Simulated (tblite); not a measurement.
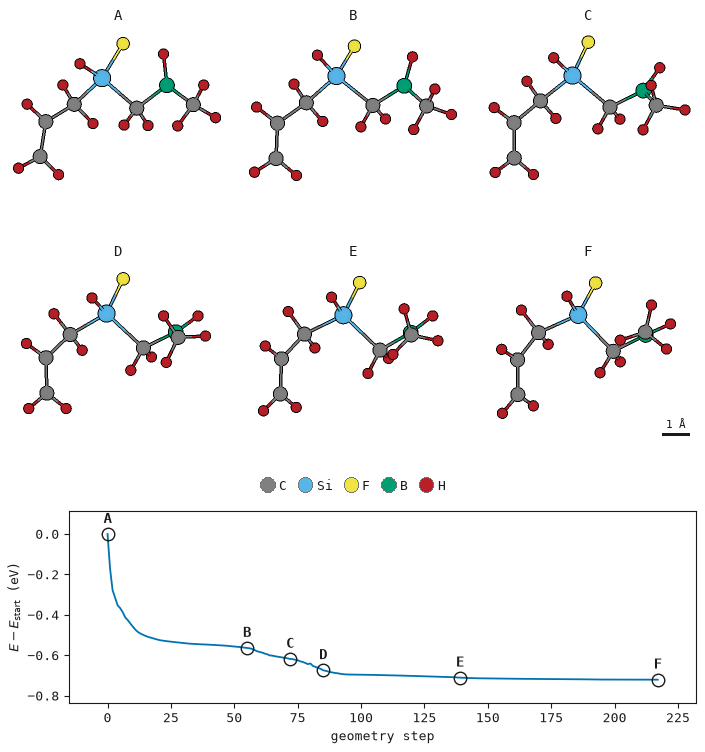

Frames of a relaxation of C5H12BFSi, marked on the history of the run. Style: ball-and-stick. Shown at a tilt.

Computed with GFN2-xTB geometry optimisation, gas phase (tblite 0.8.0). 

**Describe the path.**

Over 217 geometry steps the energy falls by 0.720 eV. An H atom moves most after the best rigid fit: 2.15 Å. By element the largest moves are H 2.15 Å, C 0.77 Å, B 0.69 Å, Si 0.25 Å, F 0.16 Å. Among the contacts that change: F–Si 1.688 → 1.623 Å, C–H 1.117 → 1.090 Å, C–Si 1.876 → 1.903 Å, C–H 1.104 → 1.078 Å. Bond angles that change, for instance: C–Si–H 108.0° → 115.1°, B–C–H 107.4° → 114.3°, C–C–Si 106.4° → 112.2°. Groups turn about B–C by about 90°, C–Si by about 20°. From step 0 to 55: an H atom moves most (0.67 Å), energy −0.563 eV. From step 55 to 72: an H atom moves most (0.74 Å), energy −0.054 eV. From step 72 to 85: an H atom moves most (0.72 Å), energy −0.056 eV. From step 85 to 139: an H atom moves most (0.45 Å), energy −0.037 eV. From step 139 to 217: an H atom moves most (0.59 Å), energy −0.010 eV.

```csv
step,"E − E(0), eV"
0,0.0000
1,-0.1725
2,-0.2782
3,-0.3151
4,-0.3529
5,-0.3667
6,-0.3869
7,-0.4127
8,-0.4259
9,-0.4427
10,-0.4581
21,-0.5258
32,-0.5419
43,-0.5493
54,-0.5618
64,-0.6004
75,-0.6241
86,-0.6764
97,-0.6952
108,-0.6975
119,-0.7012
130,-0.7049
141,-0.7113
152,-0.7147
163,-0.7161
173,-0.7167
184,-0.7179
195,-0.7197
206,-0.7200
217,-0.7203
```
